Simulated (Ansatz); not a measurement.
## Electronic structure of CH3Cl3Si in real space

Input

```
crystal:
  periodic: [false, false, false]
  atoms:
    - { symbol: Si, position_ang: [0.0, 0.0, 0.0] }
    - { symbol: C, position_ang: [0.0, 0.0, 1.87] }
    - { symbol: H, position_ang: [-0.9996, -0.3092, 2.2405] }
    - { symbol: H, position_ang: [0.7676, -0.7111, 2.2405] }
    - { symbol: H, position_ang: [0.232, 1.0203, 2.2405] }
    - { symbol: Cl, position_ang: [2.0086, 0.0, -0.7093] }
    - { symbol: Cl, position_ang: [-1.0032, 1.7381, -0.7093] }
    - { symbol: Cl, position_ang: [-1.0032, -1.7381, -0.7093] }
basis:
  gaussian: { orbitals: def2-SVP }
hamiltonian:
  xc: hf
relax:
  f_tol: 0.02
  max_steps: 40
output:
  orbitals: {}
```

Run with:

```sh
ansatz run input.yaml --threads 1 --pin off --max-ram 2048MiB --backend cpu --events-out ev --progress --plain --runs-dir out
```

The fields are those of the run's last geometry, not of the input's.

Method: RHF/def2-SVP in Ansatz 0.2.0.

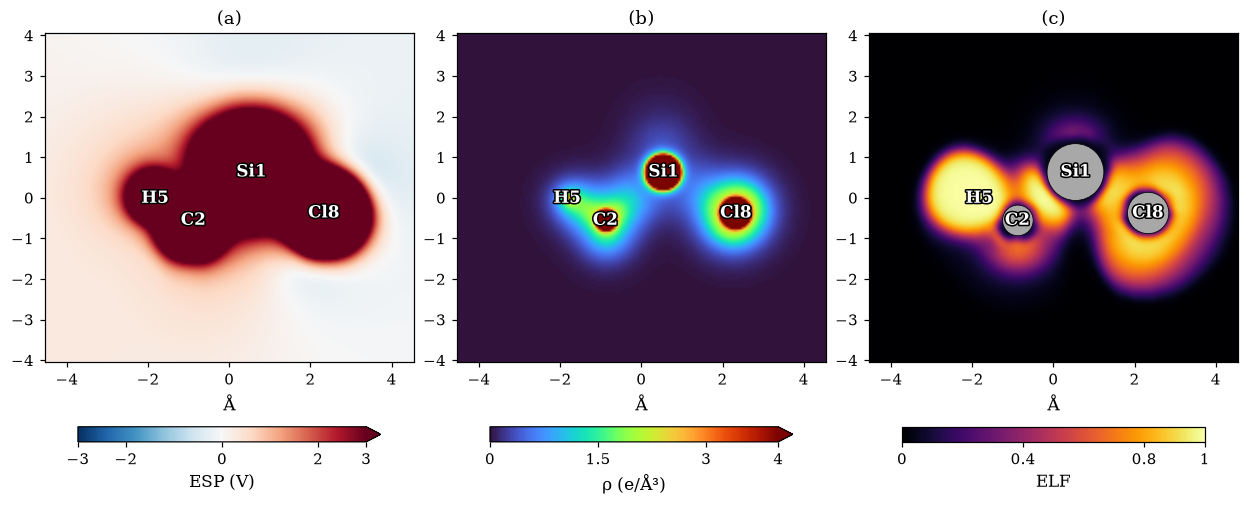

Figure 1. (a) molecular electrostatic potential; (b) electron density; (c) electron localisation function on the plane of atoms Si1, C2 and H5. Grey discs cover the atomic cores in the ELF map.

**Describe what can be read from this map.**

- Atoms in the plane: Si, C, H and Cl.
- C–Si (1.85 Å): the density is about 1.1 e/Å³ at the midpoint; the ELF peaks at about 1 between the atoms; a covalent bond.
- Si–Cl (2.05 Å): ρ at the midpoint is about 0.9 e/Å³; the ELF peaks at about 0.90 between the atoms: a shared but strongly polarised pair.
- C–H (1.09 Å): ρ at the midpoint is about 1.9 e/Å³; the ELF climbs to about 1 towards the hydrogen, as it does in any bond to H: an ordinary covalent bond to hydrogen.
- The ELF also peaks beside Cl8, away from the bonds: lone-pair regions.
- Outside the dense part of the molecule the potential is most negative (−0.4 V) near Cl8.

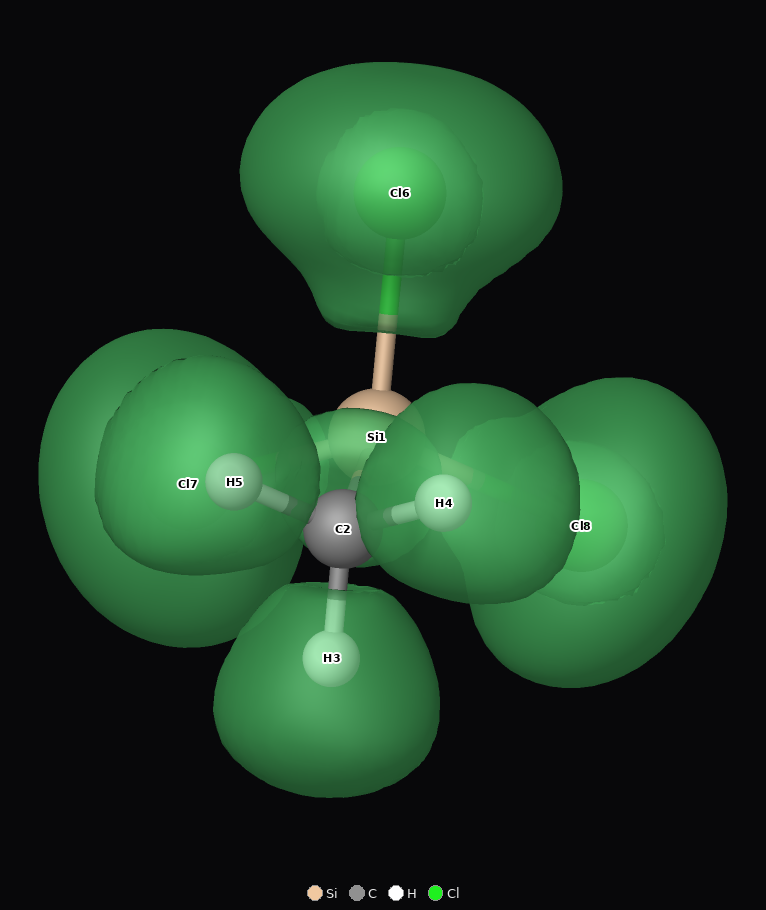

Figure 2. Isosurface of the electron localisation function at 0.75 (green), seen at an oblique angle. Core shells and regions of very low density are left out.

**Where are the electrons localised?**

The ELF exceeds this value in one region between bonded C–Si atoms (shared pairs), three regions around hydrogen nuclei and three regions on Cl in which the atom's valence shell and bonds are merged.

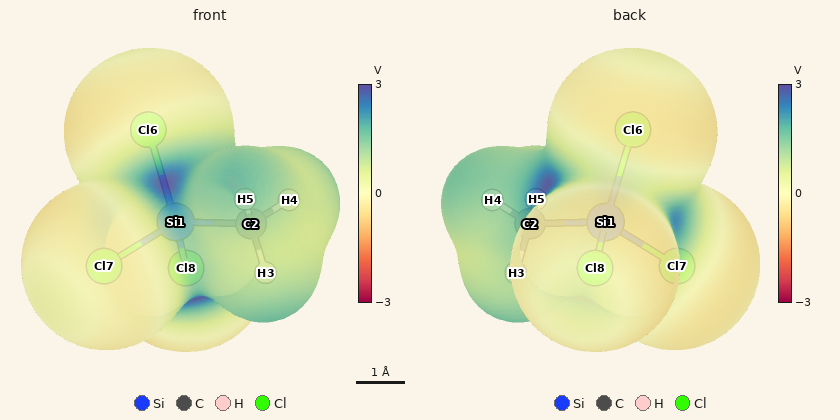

Figure 3. The electrostatic potential painted on the density surface at 0.004 e/bohr³, seen from the front and from behind; red is negative and blue positive.

**Which sites attract a positive test charge, and which a negative one?**

A positive charge is drawn to the negative regions and a negative charge to the positive ones. The most negative region (about −0.4 V) lies over Cl6, Cl7 and Cl8, the most positive (about +2.7 V) over Si1. Cl6 shows a σ-hole: about +0.3 V at the tip opposite its bond, against about −0.2 V on its flanks. Cl7 shows a σ-hole: about +0.3 V at the tip opposite its bond, against about −0.2 V on its flanks. Cl8 shows a σ-hole: about +0.3 V at the tip opposite its bond, against about −0.2 V on its flanks.
